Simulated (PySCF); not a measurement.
SMILES C[Si]([C]=C)(C)C (C₅H₁₁Si), doublet, GFN2-xTB optimised geometry. Atoms within 1.6 Å of the plane z = 0.6 Å (x, y, z in Å): Si3 (-0.31, -0.67, 0.00), C4 (-0.92, 1.13, 0.00), C5 (-0.92, -1.59, 1.55), C6 (1.61, -0.67, 0.00), H9 (-0.55, 1.68, 0.86), H10 (-2.01, 1.18, 0.03), H11 (-0.60, 1.66, -0.89), H12 (-2.01, -1.58, 1.61), H13 (-0.60, -2.63, 1.55), H15 (2.00, -0.15, -0.87), H16 (2.01, -0.18, 0.88), H17 (2.00, -1.68, -0.02).

Method: unrestricted PBE0/def2-SVP in PySCF.

Map of the log10 of the electron density (e/bohr³), floored at −4 on the plane z = 0.6 Å:

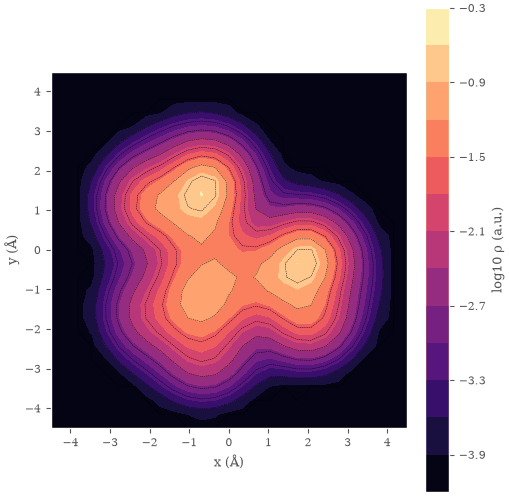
Figure: Log10 of the electron density (e/bohr³), floored at −4 on the plane z = 0.6 Å.
